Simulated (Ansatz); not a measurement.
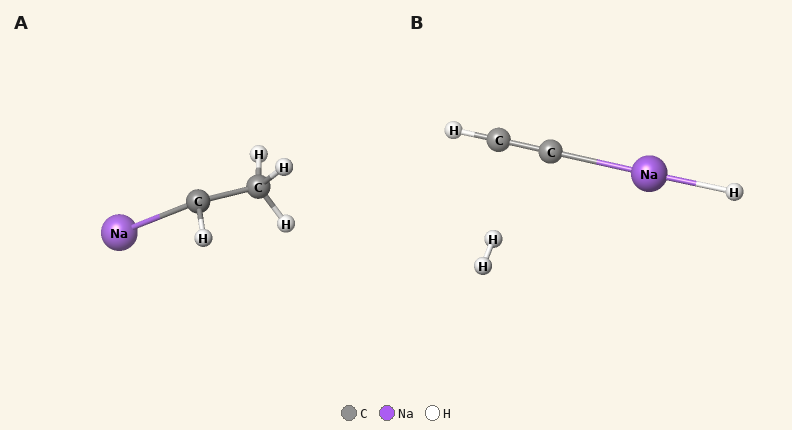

2 stationary structures of one formula. State: charge −1, singlet. Geometries: PBE-D4/def2-SVPD. Electronic energies: PBE-D4/def2-SVPD (Ansatz 0.2.0), without zero-point energy. No frequency run is at hand to confirm each as a minimum. Each is one conformer, not always the lowest.

Question: Which structure is the most stable?

Answer: A is lowest (C1); B lies 16.0 kJ/mol above it (Cs).
